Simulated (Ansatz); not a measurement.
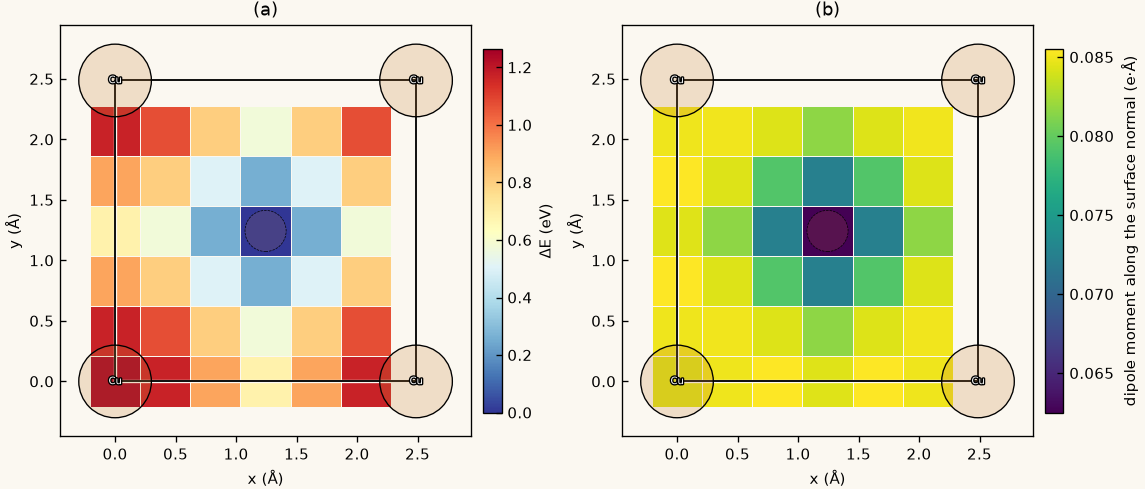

Cu on a Cu(100) slab cut from the Fm-3m phase, its upper half relaxed before the scan (12 atoms of substrate and one adsorbate in a 2 × 2 cell). 
- Cu is moved over the surface cell; relaxed at each place: the height of the adsorbate's atoms; substrate rigid; the origin of the map has the adsorbate above Cu9.
- Places are given modulo a cell vector. The map is drawn in real space over the plane of the surface.
- The scan uses a 6 × 6 grid; 10 points were computed and 26 follow by symmetry.
- Places are given in fractions of the 1 × 1 surface cell.
- All energies are given in eV relative to the lowest grid point.
- Theory: Ansatz, DFT LDA, scalar-relativistic, plane waves, PAW. Settings: cutoff 420 eV, k-mesh 6×6×1, gaussian smearing 0.1 eV, no spin polarisation.

Panel (a) is the energy; panel (b) is the computed dipole moment along the surface normal, in e·Å.

Drawn: one coloured cell a grid point, labelled circles for the atoms of the top layer and small ones for the second layer, the outline of one cell of the plane.

Q: How does the dipole moment along the surface normal vary over the map, and what is it at the lowest grid point?

A: It runs from 0.06 e·Å at a fourfold hollow over a second-layer Cu atom, (3/6, 3/6) of the cell vectors to 0.09 e·Å at (0/6, 2/6) of the cell vectors [nearest 1 Cu at 2.14 Å]. At the lowest grid point, a fourfold hollow over a second-layer Cu atom, (3/6, 3/6) of the cell vectors, it is 0.06 e·Å.

PAW datasets: the set soft_1.
